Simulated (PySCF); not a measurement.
C$_{2}$H$_{6}$S (ethanethiol)

The calculation's input:

```
{"job": {"kind": "nmr", "xc": "PBE0", "basis": "pcSseg-2"}, "charge": 0, "multiplicity": 1}
C     -0.805250     0.523691    -0.014354
C      0.083177    -0.683441    -0.229413
S      1.700584    -0.563430     0.578900
H     -1.773957     0.378217    -0.501202
H     -0.351419     1.424198    -0.435070
H     -0.974126     0.699754     1.049278
H     -0.365753    -1.577849     0.208911
H      0.228152    -0.888868    -1.291719
H      2.121689     0.531905    -0.073213
```

Command:

```sh
OMP_NUM_THREADS=1 python probes_run.py task.json out
```

Geometry: PBE0-D3(BJ)/def2-TZVP.

Theory: PBE0/pcSseg-2, SCF density, gas phase, non-relativistic (PySCF 2.14.0).

**What will maps of the electron density and electron localisation function show?**

C–C (1.51 Å): ρ at the midpoint is about 1.7 e/Å³; the ELF peaks at about 0.95 between the atoms: a shared electron pair.
C–S (1.81 Å): ρ at the midpoint is about 1.2 e/Å³; the ELF peaks at about 0.90 between the atoms, as expected for localised, covalent bonding.
C–H (1.09 Å): ρ is about 2 e/Å³ halfway; the ELF climbs to about 1 towards the hydrogen, as it does in any bond to H (an ordinary covalent bond to hydrogen).

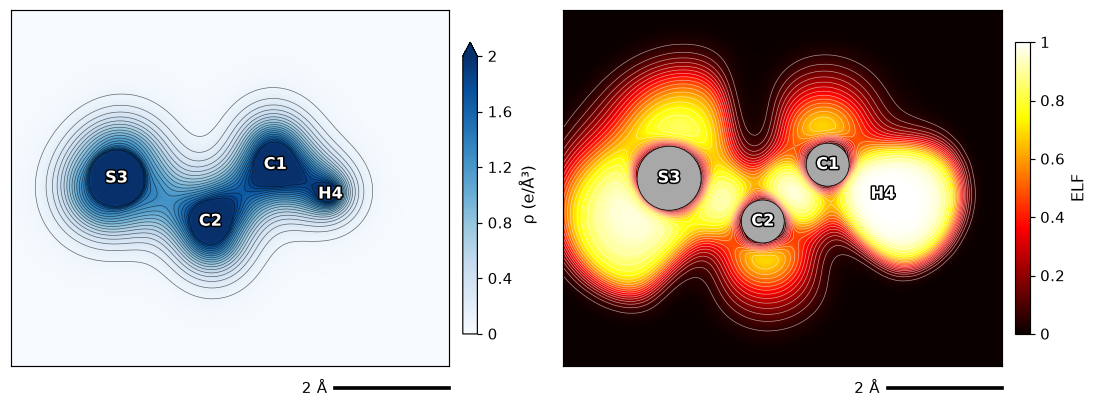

Computed electron density and electron localisation function on the plane of atoms C2, C1 and H4, in this order. Grey discs cover the atomic cores in the ELF map. 
